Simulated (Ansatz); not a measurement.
**CH₅BTe (SMILES CB[TeH]): one structure at several levels**

A test off equilibrium: a structure displaced at random from a GFN2-xTB minimum is computed at several levels, and each is set against CCSD(T).

Method: single points in def2-TZVPP; program: Ansatz 0.2.0, Gaussian basis.

Correlated methods freeze the cores. Filled d shells of the heavier atoms are correlated. Core potentials replace the inner electrons past krypton, and spin-orbit coupling is left out.

**1. The system as given**

SMILES `CB[TeH]`, 8 atoms, charge 0, spin multiplicity 1.

Atoms are counted from 1 here; the program's logs count them from 0.

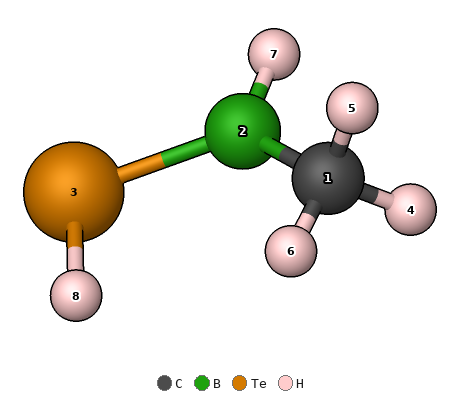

As it starts; carbon dark grey, boron green, tellurium orange, hydrogen pink; atoms are numbered from 1 in the order of the file.

As a file:

```mol
CH5BTe
  3D, bonds by distance, orders not assigned

  8  7  0  0  0  0  0  0  0  0999 V2000
    0.1365    0.6881   -0.6464 C   0  0
   -0.4654    0.0977    0.6802 B   0  0
   -0.1390   -1.8220    1.4010 Te  0  0
   -0.6947    1.0244   -1.3057 H   0  0
    0.7292    1.5592   -0.4244 H   0  0
    0.7385   -0.0388   -1.2030 H   0  0
   -1.1426    0.7811    1.3459 H   0  0
    0.8112   -2.3220    0.1291 H   0  0
  1  2  8  0
  1  4  8  0
  1  5  8  0
  1  6  8  0
  2  3  8  0
  2  7  8  0
  3  8  8  0
M  END
```

**2. CCSD(T)/def2-TZVPP**

run/in.yaml

```yaml
crystal:
  periodic: [false, false, false]
  atoms:
    - {symbol: C, position_ang: [0.136500, 0.688100, -0.646400]}
    - {symbol: B, position_ang: [-0.465400, 0.097700, 0.680200]}
    - {symbol: Te, position_ang: [-0.139000, -1.822000, 1.401000]}
    - {symbol: H, position_ang: [-0.694700, 1.024400, -1.305700]}
    - {symbol: H, position_ang: [0.729200, 1.559200, -0.424400]}
    - {symbol: H, position_ang: [0.738500, -0.038800, -1.203000]}
    - {symbol: H, position_ang: [-1.142600, 0.781100, 1.345900]}
    - {symbol: H, position_ang: [0.811200, -2.322000, 0.129100]}
basis:
  gaussian: {orbitals: def2-TZVPP}
correlation: {method: ccsd_t}
output: {forces: true}
```

The command line of these runs was not kept.

**3. PBE0-D4/def2-TZVPP**

run/in.yaml, as its differences from that of step 2:

```diff
@@ -13,3 +13,3 @@
   gaussian: {orbitals: def2-TZVPP}
-correlation: {method: ccsd_t}
-output: {forces: true}
+hamiltonian: {xc: pbe0, dispersion: d4}
+output: {forces: true, orbitals: {seedname: orbitals}}
```

**4. wB97M-V/def2-TZVPP**

run/in.yaml, as its differences from that of step 3:

```diff
@@ -13,3 +13,3 @@
   gaussian: {orbitals: def2-TZVPP}
-hamiltonian: {xc: pbe0, dispersion: d4}
-output: {forces: true, orbitals: {seedname: orbitals}}
+hamiltonian: {xc: {name: wB97M-V}}
+output: {forces: true}
```

**5. r2SCAN-D4/def2-TZVPP**

run/in.yaml, as its differences from that of step 4:

```diff
@@ -13,3 +13,3 @@
   gaussian: {orbitals: def2-TZVPP}
-hamiltonian: {xc: {name: wB97M-V}}
+hamiltonian: {xc: r2scan, dispersion: d4}
 output: {forces: true}
```

**6. PBE-D4/def2-TZVPP**

run/in.yaml, as its differences from that of step 5:

```diff
@@ -13,3 +13,3 @@
   gaussian: {orbitals: def2-TZVPP}
-hamiltonian: {xc: r2scan, dispersion: d4}
+hamiltonian: {xc: pbe, dispersion: d4}
 output: {forces: true}
```

**7. B97M-V/def2-TZVPP**

run/in.yaml, as its differences from that of step 6:

```diff
@@ -13,3 +13,3 @@
   gaussian: {orbitals: def2-TZVPP}
-hamiltonian: {xc: pbe, dispersion: d4}
+hamiltonian: {xc: {name: B97M-V}}
 output: {forces: true}
```

**8. LC-wPBE/def2-TZVPP**

run/in.yaml, as its differences from that of step 7:

```diff
@@ -13,3 +13,3 @@
   gaussian: {orbitals: def2-TZVPP}
-hamiltonian: {xc: {name: B97M-V}}
+hamiltonian: {xc: {name: LC-wPBE}}
 output: {forces: true}
```

(Steps that only read results are left out.)

What does the calculation give? Wanted: energy less free atoms, CCSD(T)/def2-TZVPP; RMS force component; RMS force error; HOMO and LUMO, PBE0-D4; T1 diagnostic.

**Answer**, as computed:

| quantity | value |
| --- | --- |
| energy less free atoms, CCSD(T)/def2-TZVPP | -623.1 kcal/mol |
| RMS force component | 0.387 to 0.457 eV/Å over the methods |
| RMS force error | PBE0-D4 0.099, wB97M-V 0.066, r2SCAN-D4 0.108, PBE-D4 0.187, B97M-V 0.136, LC-wPBE 0.096 eV/Å |
| HOMO and LUMO, PBE0-D4 | -7.00 and -1.17 eV |
| T1 diagnostic | 0.013 |

What this shows: Against CCSD(T) the functionals' energies less atoms differ by -24.0 to -7.9 kcal/mol, PBE-D4 by -24.0 kcal/mol. CCSD(T) in triple zeta still lacks some correlation energy of the bonds, so part of these gaps is its own basis error and they don't rank the functionals. On forces the order runs from wB97M-V to PBE-D4. Frozen-core CCSD(T) forces in triple zeta carry basis errors of their own, and this is one geometry, so small gaps rank nothing.
